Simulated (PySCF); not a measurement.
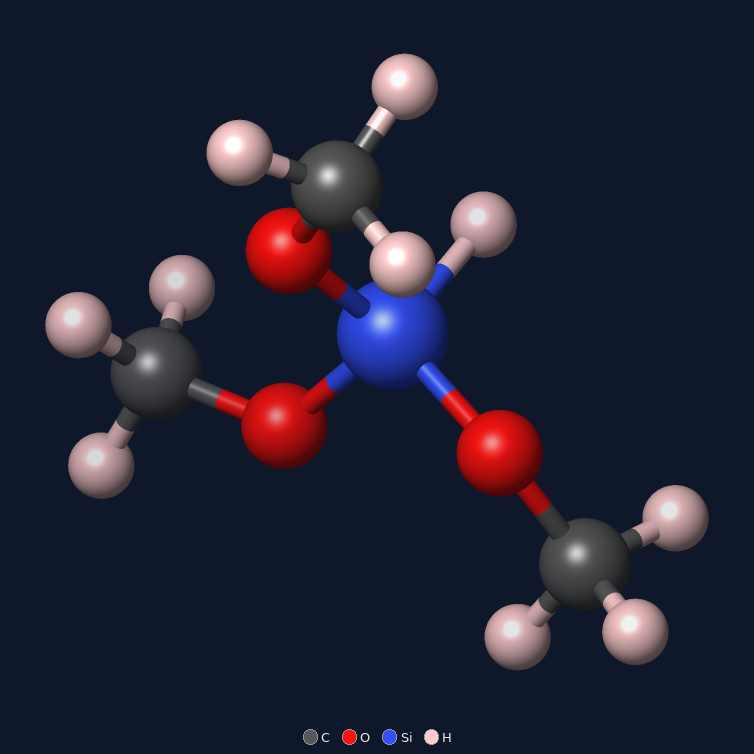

Computed geometry: PBE0-D3(BJ)/def2-SVP optimisation. No frequency run is at hand to confirm it as a minimum.

Draw it as a skeletal formula.

SMILES: CO[SiH](OC)OC

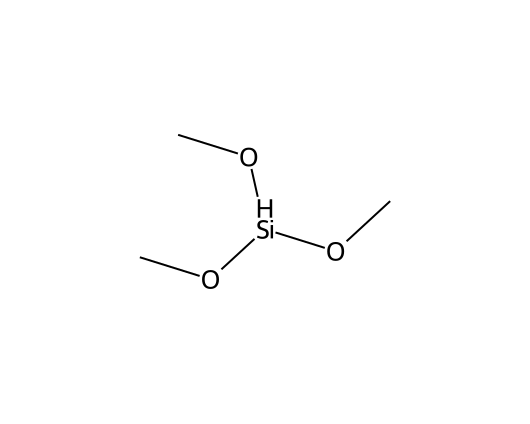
